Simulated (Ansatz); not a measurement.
Relaxed C (space group P6_3/mmc):

```
CELL_PARAMETERS angstrom
      2.44493     0.00000     0.00000
     -1.22247     2.11738     0.00000
      0.00000     0.00000     6.63682
ATOMIC_POSITIONS crystal
  C  0.00000 0.00000 0.25000
  C  0.00000 0.00000 0.75000
  C  0.33333 0.66667 0.25000
  C  0.66667 0.33333 0.75000
```

A phonon eigenvector at Γ is frozen into this cell: atom i moves by Q times the vector below, so Q is the largest atomic displacement, in Å. The cell is held.

```
atom      x      y       z
----  -----  -----  ------
C1    0.000  0.000  -1.000
C2    0.000  0.000   1.000
C3    0.000  0.000  -0.994
C4    0.000  0.000   0.994
```

These are LDA (plane waves to 420 eV, PAW, scalar-relativistic; Ansatz, a first-principles code) values and carry that method's errors. k mesh 15×15×5 (Γ-centred), Fermi-Dirac smearing 0.05 eV. The energy includes the smearing's −TS. With partly filled bands, energies and forces of such displacements shift with the k mesh and the smearing. C was relaxed with its symmetry unable to fall. ΔE is measured from the undisplaced structure.

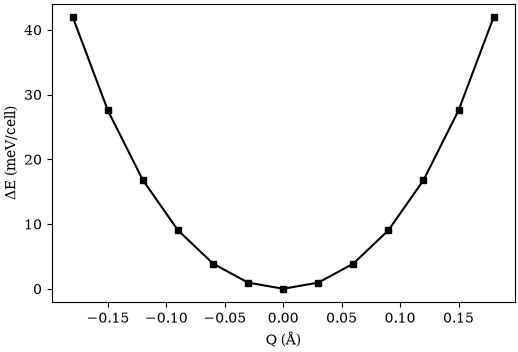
Figure: ΔE (meV/cell) against Q (Å); markers are the computed points, lines only join them.

Problem. What is the energy change at Q = 0.180 Å?

Solution. About 42 meV/cell.

Problem. What harmonic wavenumber does the curvature at Q = 0 give?

Solution. About 110 cm⁻¹.

(A displaced cell: forces are minus the slopes of the energy, force constants its curvatures, and phonons follow from these.)
